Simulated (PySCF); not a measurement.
# One shape, several levels: [BF4]− (tetrafluoroborate)

Wanted: a comparison of 6 runs (HF/3-21G, HF/pcseg-1, PBE/3-21G, B3LYP/6-31G*, TPSS/def2-TZVP, CCSD(T)/def2-SVPD) of [BF4]− (tetrafluoroborate). 

Program for the calculation: PySCF 2.14.0.

### Step 1. Starting point

[BF4]− has 5 atoms, charge -1, and is taken as a singlet. As SMILES, `F[B-](F)(F)F`. The shape is that of a PBE0-D4/def2-TZVPD optimisation.

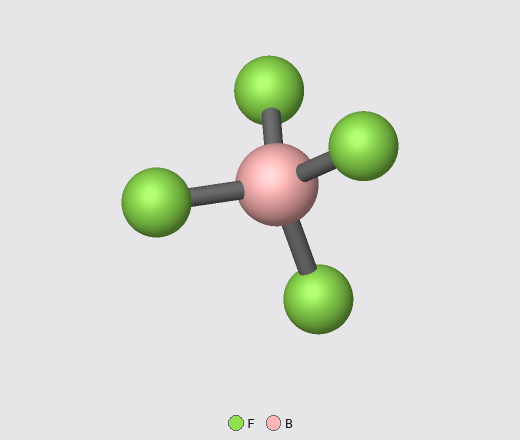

Viewed from a chosen angle; fluorine green, boron pink.

### Step 2. Energy and forces at HF/3-21G (run 1)

The input, calc.py:

```python
from pyscf import gto

system = gto.M(
    atom='''
F     -0.057100    -0.040200     1.404000
B      0.000000     0.000000     0.000100
F      0.948900    -0.931000    -0.457200
F     -1.262500    -0.319100    -0.529700
F      0.370700     1.290300    -0.417200
''',
    charge=-1,
    max_memory=1860,
    verbose=4,
    basis='3-21g',
)

calc0 = system.RHF()
calc0.conv_tol = 1e-10
calc0.kernel()
if not calc0.converged:
    calc0 = calc0.newton().run(calc0.mo_coeff, calc0.mo_occ)

e_tot = calc0.e_tot
print(f'total energy: {e_tot:.8f} hartree')
grad = calc0.nuc_grad_method().kernel()
dip = calc0.dip_moment()
pop, q = calc0.mulliken_pop()
```

Command:

```bash
$ OMP_NUM_THREADS=1 python calc.py
```

What it wrote:

```text
PySCF version 2.14.0

[INPUT] num. atoms = 5
[INPUT] num. electrons = 42
[INPUT] charge = -1
[INPUT] spin (= nelec alpha-beta = 2S) = 0
[INPUT] symmetry False subgroup None
[INPUT] Mole.unit = angstrom
[INPUT] Symbol           X                Y                Z      unit          X                Y                Z       unit  Magmom
[INPUT]  1 F     -0.057100000000  -0.040200000000   1.404000000000 AA   -0.107903361713  -0.075966990208   2.653175478889 Bohr   0.0
[INPUT]  2 B      0.000000000000   0.000000000000   0.000100000000 AA    0.000000000000   0.000000000000   0.000188972612 Bohr   0.0
[INPUT]  3 F      0.948900000000  -0.931000000000  -0.457200000000 AA    1.793161119600  -1.759335021970  -0.863982784151 Bohr   0.0
[INPUT]  4 F     -1.262500000000  -0.319100000000  -0.529700000000 AA   -2.385779232263  -0.603011606349  -1.000987928182 Bohr   0.0
[INPUT]  5 F      0.370700000000   1.290300000000  -0.417200000000 AA    0.700521474376   2.438313618526  -0.788393739169 Bohr   0.0

[... 42 lines left out ...]
converged SCF energy = -420.49243079328
total energy: -420.49243079 hartree
[... 12 lines left out ...]
WARN: System has nonzero charge -1; the dipole moment is origin-dependent.
[... 2 lines left out ...]
Dipole moment(X, Y, Z, Debye):  0.00003, -0.00006,  0.00132
[... 12 lines left out ...]
pop of  1 B 3s            0.08633
pop of  1 B 2px           0.34045
pop of  1 B 2py           0.34046
pop of  1 B 2pz           0.34051
pop of  1 B 3px           0.14059
pop of  1 B 3py           0.14058
pop of  1 B 3pz           0.14056
pop of  2 F 1s            1.98477
pop of  2 F 2s            0.43639
pop of  2 F 3s            1.53517
pop of  2 F 2px           0.81016
pop of  2 F 2py           0.81228
pop of  2 F 2pz           0.85372
pop of  2 F 3px           1.01993
pop of  2 F 3py           1.02145
pop of  2 F 3pz           1.05124
pop of  3 F 1s            1.98477
pop of  3 F 2s            0.43639
pop of  3 F 3s            1.53517
pop of  3 F 2px           0.76646
pop of  3 F 2py           0.86048
pop of  3 F 2pz           0.84921
pop of  3 F 3px           0.98853
pop of  3 F 3py           1.05610
pop of  3 F 3pz           1.04800
pop of  4 F 1s            1.98477
pop of  4 F 2s            0.43639
pop of  4 F 3s            1.53517
pop of  4 F 2px           0.85824
pop of  4 F 2py           0.76199
pop of  4 F 2pz           0.85592
pop of  4 F 3px           1.05449
pop of  4 F 3py           0.98532
pop of  4 F 3pz           1.05282
 ** Mulliken atomic charges  **
charge of    0F =     -0.52503
charge of    1B =      1.10037
charge of    2F =     -0.52510
charge of    3F =     -0.52512
charge of    4F =     -0.52512
```

Run time: 1.1 s. Hardware: 1 thread of Arm Neoverse V2, shared host; peak memory 0.12 GiB.

### Step 3. Energy and forces at HF/pcseg-1 (run 2)

The input, input.py:

```python
from pyscf import gto

mol = gto.M(
    atom='''
F       -0.057100      -0.040200       1.404000
B        0.000000       0.000000       0.000100
F        0.948900      -0.931000      -0.457200
F       -1.262500      -0.319100      -0.529700
F        0.370700       1.290300      -0.417200
''',
    charge=-1,
    verbose=4,
    basis='pcseg-1',
    max_memory=1860,
)

calc0 = mol.RHF()
calc0.conv_tol = 1e-10
calc0.kernel()
if not calc0.converged:
    calc0 = calc0.newton().run(calc0.mo_coeff, calc0.mo_occ)

etot = calc0.e_tot
print('E = %.10f Eh' % etot)
grad = calc0.nuc_grad_method().kernel()
calc0.analyze()
```

Command:

```bash
$ OMP_NUM_THREADS=1 python input.py
```

What it wrote:

```text
PySCF version 2.14.0

[INPUT] num. atoms = 5
[INPUT] num. electrons = 42
[INPUT] charge = -1
[INPUT] spin (= nelec alpha-beta = 2S) = 0
[INPUT] symmetry False subgroup None
[INPUT] Mole.unit = angstrom
[INPUT] Symbol           X                Y                Z      unit          X                Y                Z       unit  Magmom
[INPUT]  1 F     -0.057100000000  -0.040200000000   1.404000000000 AA   -0.107903361713  -0.075966990208   2.653175478889 Bohr   0.0
[INPUT]  2 B      0.000000000000   0.000000000000   0.000100000000 AA    0.000000000000   0.000000000000   0.000188972612 Bohr   0.0
[INPUT]  3 F      0.948900000000  -0.931000000000  -0.457200000000 AA    1.793161119600  -1.759335021970  -0.863982784151 Bohr   0.0
[INPUT]  4 F     -1.262500000000  -0.319100000000  -0.529700000000 AA   -2.385779232263  -0.603011606349  -1.000987928182 Bohr   0.0
[INPUT]  5 F      0.370700000000   1.290300000000  -0.417200000000 AA    0.700521474376   2.438313618526  -0.788393739169 Bohr   0.0

[... 63 lines left out ...]
DFT Exchange-Correlation Energy =      -44.579267901650724
[... 8 lines left out ...]
MO #7   energy= -1.34497862379797  occ= 2
[... 6 lines left out ...]
MO #14  energy= -0.442222278002489 occ= 2
[... 6 lines left out ...]
MO #21  energy= -0.377843554016877 occ= 2
[... 6 lines left out ...]
MO #28  energy= 0.859056248928084  occ= 0
[... 6 lines left out ...]
MO #35  energy= 1.52352846449332   occ= 0
[... 6 lines left out ...]
MO #42  energy= 1.92646826191114   occ= 0
[... 6 lines left out ...]
MO #49  energy= 2.44495441797192   occ= 0
[... 6 lines left out ...]
MO #56  energy= 3.03637901908513   occ= 0
[... 6 lines left out ...]
MO #63  energy= 3.40976028504104   occ= 0
[... 6 lines left out ...]
MO #70  energy= 4.01000617090707   occ= 0
[... 43 lines left out ...]
pop of  2 F 3dx2-y2       0.00066
pop of  3 F 1s            1.99999
pop of  3 F 2s            1.81059
pop of  3 F 3s            0.00162
pop of  3 F 2px           1.79591
pop of  3 F 2py           1.93538
pop of  3 F 2pz           1.91866
pop of  3 F 3px           0.00187
pop of  3 F 3py           0.00345
pop of  3 F 3pz           0.00326
pop of  3 F 3dxy          0.00099
pop of  3 F 3dyz          0.00023
pop of  3 F 3dz^2         0.00059
pop of  3 F 3dxz          0.00171
pop of  3 F 3dx2-y2       0.00188
pop of  4 F 1s            1.99999
pop of  4 F 2s            1.81059
pop of  4 F 3s            0.00162
pop of  4 F 2px           1.93206
pop of  4 F 2py           1.78928
pop of  4 F 2pz           1.92862
pop of  4 F 3px           0.00341
pop of  4 F 3py           0.00179
pop of  4 F 3pz           0.00337
pop of  4 F 3dxy          0.00118
pop of  4 F 3dyz          0.00135
pop of  4 F 3dz^2         0.00070
pop of  4 F 3dxz          0.00019
pop of  4 F 3dx2-y2       0.00198
 ** Mulliken atomic charges  **
charge of    0F =     -0.47599
charge of    1B =      0.90434
charge of    2F =     -0.47610
charge of    3F =     -0.47612
charge of    4F =     -0.47612

WARN: System has nonzero charge -1; the dipole moment is origin-dependent.
Location of origin: [0. 0. 0.]

Dipole moment(X, Y, Z, Debye):  0.00006, -0.00012,  0.00150
```

It took 2.8 s on 1 thread of Arm Neoverse V2, shared host; peak memory 0.14 GiB.

### Step 4. Energy and forces at PBE/3-21G (run 3)

The input, calc.py:

```python
import pyscf.grad
from pyscf import gto, dft

system = gto.M(
    atom=[
    ('F', (-0.057100, -0.040200, 1.404000)),
    ('B', (0.000000, 0.000000, 0.000100)),
    ('F', (0.948900, -0.931000, -0.457200)),
    ('F', (-1.262500, -0.319100, -0.529700)),
    ('F', (0.370700, 1.290300, -0.417200)),
],
    charge=-1,
    basis='3-21g',
    verbose=4,
    max_memory=1860,
)

ks = dft.RKS(system, xc='pbe')
ks.grids.level = 5
ks.conv_tol = 1e-10
ks.kernel()
if not ks.converged:
    ks = ks.newton().run(ks.mo_coeff, ks.mo_occ)

etot = ks.e_tot
print(f'total energy: {etot:.8f} hartree')
grad = ks.Gradients().kernel()
dip = ks.dip_moment()
pop, q = ks.mulliken_pop()
```

Command:

```bash
$ OMP_NUM_THREADS=1 python calc.py
```

What it wrote:

```text
PySCF version 2.14.0

[INPUT] num. atoms = 5
[INPUT] num. electrons = 42
[INPUT] charge = -1
[INPUT] spin (= nelec alpha-beta = 2S) = 0
[INPUT] symmetry False subgroup None
[INPUT] Mole.unit = angstrom
[INPUT] Symbol           X                Y                Z      unit          X                Y                Z       unit  Magmom
[INPUT]  1 F     -0.057100000000  -0.040200000000   1.404000000000 AA   -0.107903361713  -0.075966990208   2.653175478889 Bohr   0.0
[INPUT]  2 B      0.000000000000   0.000000000000   0.000100000000 AA    0.000000000000   0.000000000000   0.000188972612 Bohr   0.0
[INPUT]  3 F      0.948900000000  -0.931000000000  -0.457200000000 AA    1.793161119600  -1.759335021970  -0.863982784151 Bohr   0.0
[INPUT]  4 F     -1.262500000000  -0.319100000000  -0.529700000000 AA   -2.385779232263  -0.603011606349  -1.000987928182 Bohr   0.0
[INPUT]  5 F      0.370700000000   1.290300000000  -0.417200000000 AA    0.700521474376   2.438313618526  -0.788393739169 Bohr   0.0

[... 59 lines left out ...]
converged SCF energy = -421.784708538803
total energy: -421.78470854 hartree
[... 13 lines left out ...]
WARN: System has nonzero charge -1; the dipole moment is origin-dependent.
[... 2 lines left out ...]
Dipole moment(X, Y, Z, Debye):  0.00003, -0.00008,  0.00104
[... 12 lines left out ...]
pop of  1 B 3s            0.15297
pop of  1 B 2px           0.40892
pop of  1 B 2py           0.40892
pop of  1 B 2pz           0.40895
pop of  1 B 3px           0.24118
pop of  1 B 3py           0.24117
pop of  1 B 3pz           0.24115
pop of  2 F 1s            1.98317
pop of  2 F 2s            0.43985
pop of  2 F 3s            1.51716
pop of  2 F 2px           0.82088
pop of  2 F 2py           0.82277
pop of  2 F 2pz           0.85980
pop of  2 F 3px           0.96477
pop of  2 F 3py           0.96655
pop of  2 F 3pz           1.00126
pop of  3 F 1s            1.98317
pop of  3 F 2s            0.43985
pop of  3 F 3s            1.51716
pop of  3 F 2px           0.78184
pop of  3 F 2py           0.86584
pop of  3 F 2pz           0.85577
pop of  3 F 3px           0.92819
pop of  3 F 3py           1.00692
pop of  3 F 3pz           0.99748
pop of  4 F 1s            1.98317
pop of  4 F 2s            0.43985
pop of  4 F 3s            1.51716
pop of  4 F 2px           0.86384
pop of  4 F 2py           0.77784
pop of  4 F 2pz           0.86177
pop of  4 F 3px           1.00505
pop of  4 F 3py           0.92445
pop of  4 F 3pz           1.00311
 ** Mulliken atomic charges  **
charge of    0F =     -0.37613
charge of    1B =      0.50477
charge of    2F =     -0.37620
charge of    3F =     -0.37622
charge of    4F =     -0.37622
```

Wall time 17 s (1 thread of Arm Neoverse V2, shared host); peak memory 0.48 GiB.

Runs 4 to 5 aren't shown in full; the table further down has their settings and results.

### Step 5. A single-point energy at CCSD(T)/def2-SVPD (run 6)

The input, calc.py:

```python
from pyscf import gto, cc

mol = gto.Mole()
mol.atom = '''
F       -0.057100      -0.040200       1.404000
B        0.000000       0.000000       0.000100
F        0.948900      -0.931000      -0.457200
F       -1.262500      -0.319100      -0.529700
F        0.370700       1.290300      -0.417200
'''
mol.charge = -1
mol.verbose = 4
mol.basis = 'def2-svpd'
mol.max_memory = 1860
mol.spin = 0
mol.build()

mf = mol.RHF()
mf.conv_tol = 1e-10
mf.kernel()
if not mf.converged:
    mf = mf.newton().run(mf.mo_coeff, mf.mo_occ)

mycc = cc.CCSD(mf, frozen=5)
mycc.kernel()
e_t = mycc.ccsd_t()
e_tot = mycc.e_tot + e_t
print('E = %.10f Eh' % e_tot)
mf.analyze()
```

Command:

```bash
$ OMP_NUM_THREADS=1 python calc.py
```

What it wrote:

```text
PySCF version 2.14.0

[INPUT] num. atoms = 5
[INPUT] num. electrons = 42
[INPUT] charge = -1
[INPUT] spin (= nelec alpha-beta = 2S) = 0
[INPUT] symmetry False subgroup None
[INPUT] Mole.unit = angstrom
[INPUT] Symbol           X                Y                Z      unit          X                Y                Z       unit  Magmom
[INPUT]  1 F     -0.057100000000  -0.040200000000   1.404000000000 AA   -0.107903361713  -0.075966990208   2.653175478889 Bohr   0.0
[INPUT]  2 B      0.000000000000   0.000000000000   0.000100000000 AA    0.000000000000   0.000000000000   0.000188972612 Bohr   0.0
[INPUT]  3 F      0.948900000000  -0.931000000000  -0.457200000000 AA    1.793161119600  -1.759335021970  -0.863982784151 Bohr   0.0
[INPUT]  4 F     -1.262500000000  -0.319100000000  -0.529700000000 AA   -2.385779232263  -0.603011606349  -1.000987928182 Bohr   0.0
[INPUT]  5 F      0.370700000000   1.290300000000  -0.417200000000 AA    0.700521474376   2.438313618526  -0.788393739169 Bohr   0.0

[... 83 lines left out ...]
MO #2   energy= -26.0539680241105  occ= 2
[... 10 lines left out ...]
MO #13  energy= -0.531233238532828 occ= 2
[... 10 lines left out ...]
MO #24  energy= 0.315629344827659  occ= 0
[... 10 lines left out ...]
MO #35  energy= 0.499578035991065  occ= 0
[... 10 lines left out ...]
MO #46  energy= 0.786792383814304  occ= 0
[... 10 lines left out ...]
MO #57  energy= 1.09295491296498   occ= 0
[... 10 lines left out ...]
MO #68  energy= 1.32392313935629   occ= 0
[... 10 lines left out ...]
MO #79  energy= 2.19746084811205   occ= 0
[... 10 lines left out ...]
MO #90  energy= 2.69298619580284   occ= 0
[... 10 lines left out ...]
MO #101 energy= 3.99183273064738   occ= 0
[... 10 lines left out ...]
MO #112 energy= 4.43186814043111   occ= 0
[... 85 lines left out ...]
pop of  3 F 3dx2-y2       0.00196
pop of  3 F 4dxy          0.00050
pop of  3 F 4dyz          0.00018
pop of  3 F 4dz^2         0.00035
pop of  3 F 4dxz          0.00069
pop of  3 F 4dx2-y2       0.00074
pop of  4 F 1s            1.99999
pop of  4 F 2s            1.79843
pop of  4 F 3s            0.00332
pop of  4 F 4s            0.00120
pop of  4 F 2px           1.93403
pop of  4 F 2py           1.79085
pop of  4 F 2pz           1.93059
pop of  4 F 3px           0.00394
pop of  4 F 3py           0.00118
pop of  4 F 3pz           0.00388
pop of  4 F 4px           0.00208
pop of  4 F 4py           0.00145
pop of  4 F 4pz           0.00206
pop of  4 F 3dxy          0.00124
pop of  4 F 3dyz          0.00144
pop of  4 F 3dz^2         0.00073
pop of  4 F 3dxz          0.00024
pop of  4 F 3dx2-y2       0.00206
pop of  4 F 4dxy          0.00056
pop of  4 F 4dyz          0.00059
pop of  4 F 4dz^2         0.00037
pop of  4 F 4dxz          0.00017
pop of  4 F 4dx2-y2       0.00077
 ** Mulliken atomic charges  **
charge of    0F =     -0.48102
charge of    1B =      0.92449
charge of    2F =     -0.48114
charge of    3F =     -0.48116
charge of    4F =     -0.48117

WARN: System has nonzero charge -1; the dipole moment is origin-dependent.
Location of origin: [0. 0. 0.]

Dipole moment(X, Y, Z, Debye):  0.00006, -0.00012,  0.00145
```

It took 3 min on 1 thread of Arm Neoverse V2, shared host; peak memory 1.1 GiB.

### Step 6. All runs side by side

```csv
run,level,integration grid,Cartesian functions,energy (Eh),HOMO energy (eV),LUMO energy (eV),HOMO–LUMO gap (eV),wall time
1,HF/3-21G,–,no,-420.492431,-9.20,18.21,27.40,1.1 s
2,HF/pcseg-1,–,no,-422.618252,-10.28,13.92,24.20,2.8 s
3,PBE/3-21G,5,no,-421.784709,-0.49,12.42,12.91,17 s
4,B3LYP/6-31G* (Cartesian functions),5,yes,-424.499023,-3.12,12.52,15.64,26 s
5,TPSS/def2-TZVP,5,no,-424.746678,-2.56,6.34,8.90,2.6 min
6,CCSD(T)/def2-SVPD,–,no,-423.327743,-10.51,6.56,17.07,3 min
```

### Step 7. Summary of results

```
                                                    quantity          value
                                         run 6: total energy  -423.32774 Eh
                  run 6: HOMO energy (Hartree–Fock orbitals)      -10.51 eV
                  run 6: LUMO energy (Hartree–Fock orbitals)        6.56 eV
run 6: HOMO–LUMO gap (to an unbound level, set by the basis)       17.07 eV
          run 6: correlation energy (5 core orbitals frozen)     -904.0 mEh
                                       run 6: (T) correction     -18.85 mEh
                                        run 6: T1 diagnostic          0.014
```

In words: Over runs 1, 2, 3, 4, 5 the HOMO–LUMO gap runs from 8.90 eV (TPSS/def2-TZVP) to 27.40 eV (HF/3-21G). The two ends differ in method and basis. The empty levels of an anion lie above zero and hang on the basis. Totals of different functionals can't be ranked against each other. All runs together took 6.3 min, the longest 3 min.
